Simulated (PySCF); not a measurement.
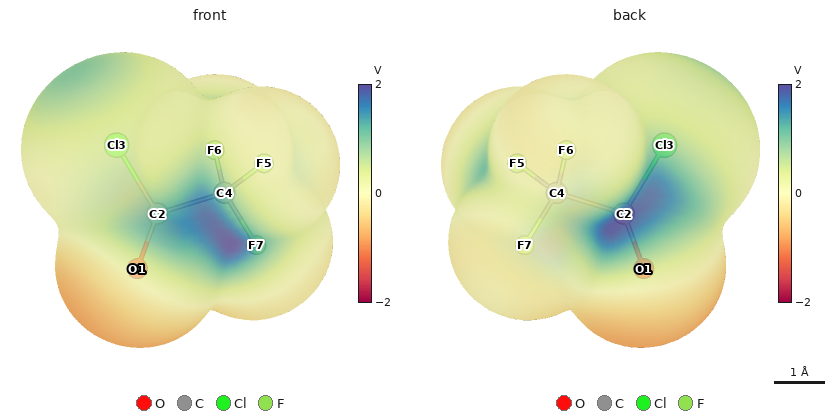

Figure 1: C₂ClF₃O (trifluoroacetyl chloride). The molecular electrostatic potential painted on the density surface at 0.002 e/bohr³, seen from the front and from behind; red is negative and blue positive.

Geometry: GFN2-xTB.

Theory: PBE0/pcSseg-1, SCF density, gas phase, non-relativistic (PySCF 2.14.0).

Input file:

```
{"job": {"kind": "nmr", "xc": "PBE0", "basis": "pcSseg-1"}, "charge": 0, "multiplicity": 1}
O      1.188654     1.391587    -0.547011
C      0.836614     0.370599    -0.068202
Cl     1.880038    -0.774853     0.688731
C     -0.635666    -0.127855    -0.034253
F     -1.052817    -0.309566     1.220439
F     -0.763277    -1.292451    -0.673636
F     -1.450212     0.747443    -0.613145
```

Command:

```sh
OMP_NUM_THREADS=1 python probes_run.py task.json out
```

### Describe the electrostatic potential map.

The most negative region (about −0.8 V) lies over O1, the most positive (about +1.9 V) over C2 and C4. Cl3 shows a σ-hole: about +1.0 V at the tip opposite its bond, against about +0.2 V on its flanks.

### What dipole moment does the calculation give?

Its dipole moment is 0.86 D.
